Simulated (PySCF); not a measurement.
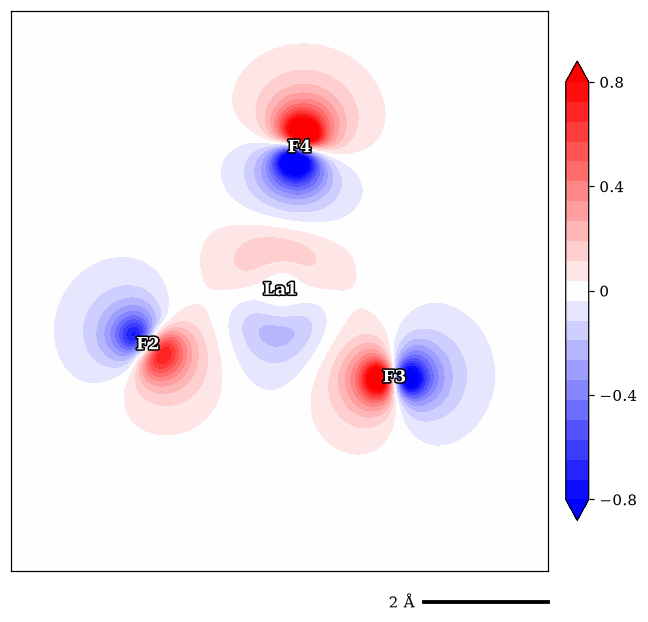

The picture shows: F3H3LaN (charge −1). The HOMO on the plane of atoms F3, La1 and F4 (values in Å⁻³ᐟ²; the overall sign is arbitrary).

Core potentials replace the inner electrons of La.

Method: RKS PBE0, La lcecp-0-SVP with ECP47, F def2-SVP, N def2-SVP, H def2-SVP; non-relativistic Hamiltonian with scalar-relativistic core potentials where named; density fitting in PySCF.

Input file:

```
mol = gto.M(atom='''
La     0.19614    -0.19614     0.19614
F      1.16870     1.67365     1.16870
F     -1.67365    -1.16870     1.16870
F      1.16870    -1.16870    -1.67365
N     -1.47510     1.47510    -1.47510
H     -2.07379     2.07379    -0.91010
H     -0.91010     2.07379    -2.07379
H     -2.07379     0.91010    -2.07379''',
    basis={'La': 'lcecp-0-SVP', 'F': 'def2-SVP', 'N': 'def2-SVP', 'H': 'def2-SVP'},
    ecp={'La': 'lcecp-0-SVP'},
    charge=-1, spin=0)
mf = dft.RKS(mol, xc='PBE0')
mf.grids.atom_grid = (75, 302)  # f atoms: at least (60, 302), unpruned
mf = mf.density_fit()  # La AutoAux, F def2-universal-JKFIT, N def2-universal-JKFIT, H def2-universal-JKFIT
mf.conv_tol = 1e-09; mf.max_cycle = 55
mf.kernel(dm0)
```

Launched as:

```sh
OMP_NUM_THREADS=2 python run.py
```

**Describe this orbital and give its energy.**

It lies mainly on F4 (about 40 %), F2 (about 25 %), F3 (about 25 %) and La1 (about 10 %); largely a combination of lone pairs on F4, F2 and F3. It is one of a degenerate set, so its orientation is arbitrary. Its energy is −2.66 eV.
